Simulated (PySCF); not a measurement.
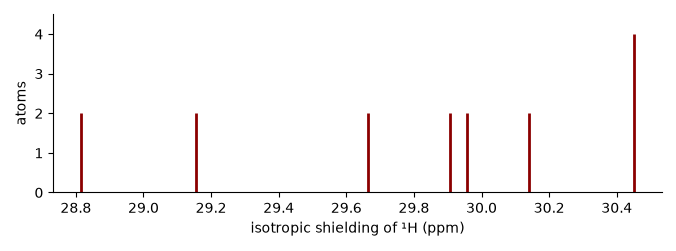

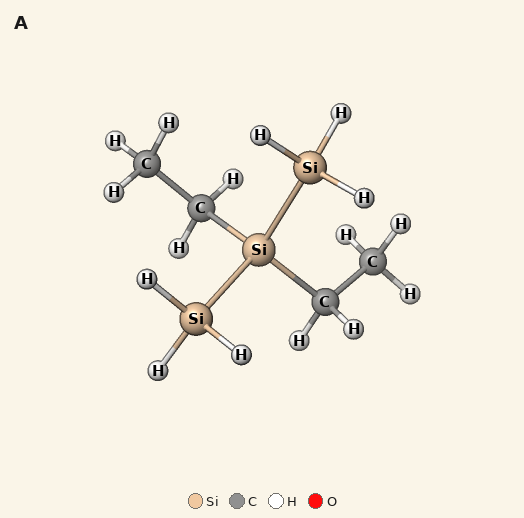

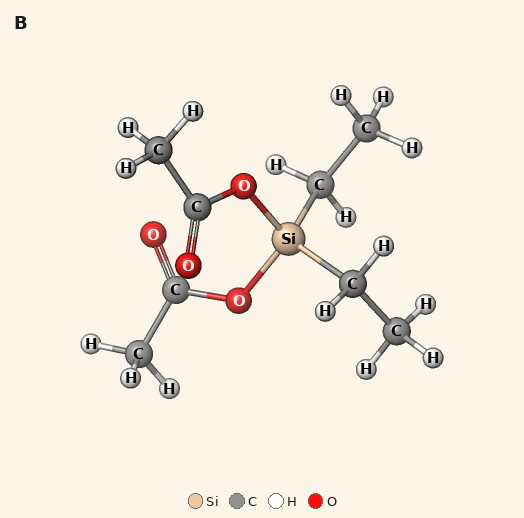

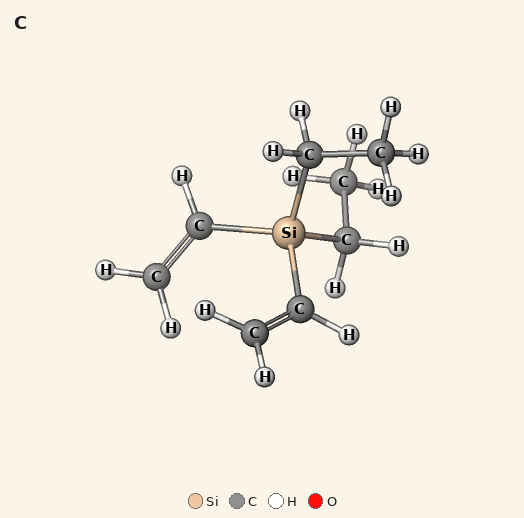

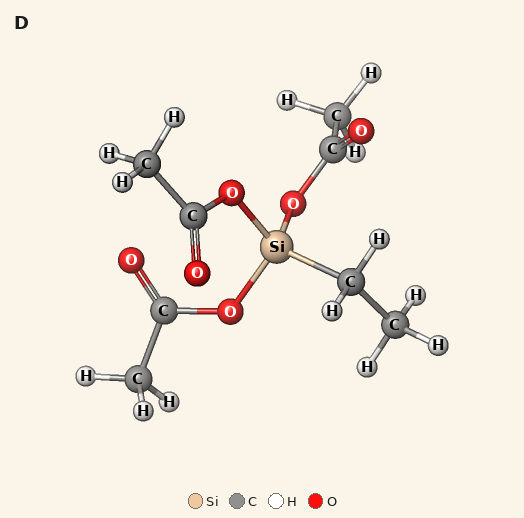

The sticks are computed shieldings of one of the molecules, for one fixed geometry (PBE0-D3(BJ)/def2-SVP) without averaging over rotations. Low shielding means a high chemical shift. Method: GIAO KT2/pcSseg-1 NMR shielding, non-relativistic, gas phase (PySCF 2.14.0).

### Which molecule gives this pattern?

B, `CC[Si](CC)(OC(C)=O)OC(C)=O`. Its 16 H atoms give lines at 28.81 (2 atoms), 29.15 (2 atoms), 29.66 (2 atoms), 29.91 (2 atoms), 29.96 (2 atoms), 30.14 (2 atoms), 30.45 (4 atoms) ppm.
